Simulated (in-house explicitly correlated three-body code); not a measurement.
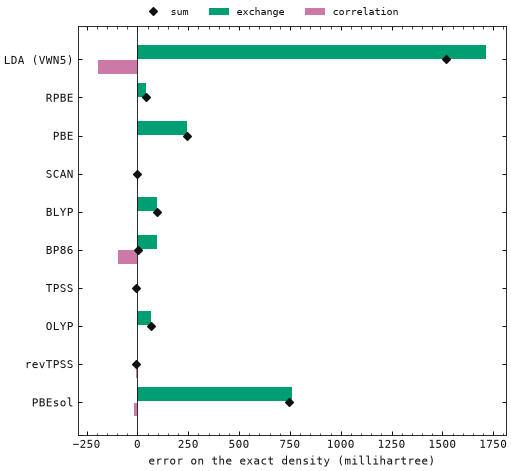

Two electrons around a point charge Z = 19.691. Computed variationally in 260 exponentially correlated functions with an in-house code, non-relativistic, converged to about 10⁻⁸ of the energy. The exact exchange and correlation energies are −12080 and −46.14 millihartree. The plot shows the errors of BLYP, BP86, LDA (VWN5), OLYP, PBE, PBEsol, RPBE, SCAN, TPSS and revTPSS, evaluated on the exact density.

Rank the functionals.

Answer. By the size of the summed error (millihartree): SCAN −2.8, BP86 +3.6, TPSS −6.6, revTPSS −7.8, RPBE +40, OLYP +65, BLYP +95, PBE +243, PBEsol +743, LDA (VWN5) +1520. Errors of exchange and correlation cancel by a quarter or more for SCAN (−3.9 and +1.1) and BP86 (+99 and −95).
